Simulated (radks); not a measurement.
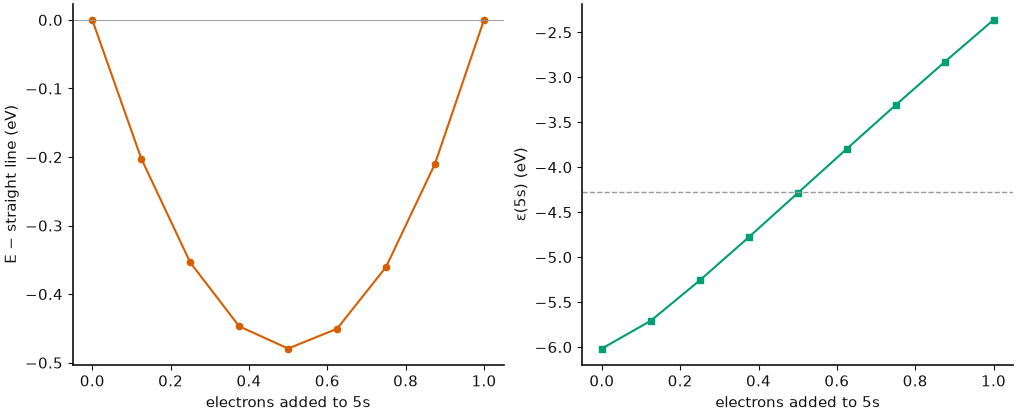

The occupation of the 5s shell is varied from Rb⁺ ([Kr]) to Rb ([Kr] 5s1), with spherical fractional occupations. The plot shows the total energy less the straight line between the end points, and the eigenvalue of 5s (the dashed line is minus the energy to take the whole electron out). The values are computed.

Was this Hartree-Fock or a semilocal functional, and how does the plot tell?

Answer. It was a semilocal functional (LDA, GGA or meta-GGA): Dirac Kohn-Sham, LDA (Slater exchange, Perdew-Wang correlation), spin-unpolarised, spherical densities, finite nucleus, computed with the in-house radial solver radks. The curve is convex (below the straight line), with the largest deviation among the points computed, −0.48 eV, at 0.5. The end points differ by 4.27 eV, the energy to take the electron out. The eigenvalue, which is the slope of the energy (Janak's theorem), moves from −6.02 eV at 0 to −2.36 eV at 1; for a straight line it would stay constant, and a parabola would sag by an eighth of this change, scaled to a whole electron, 0.46 eV. Convexity is the delocalisation error: fractional charges are too low in energy. For an s shell Hartree-Fock would as a rule bend the other way.
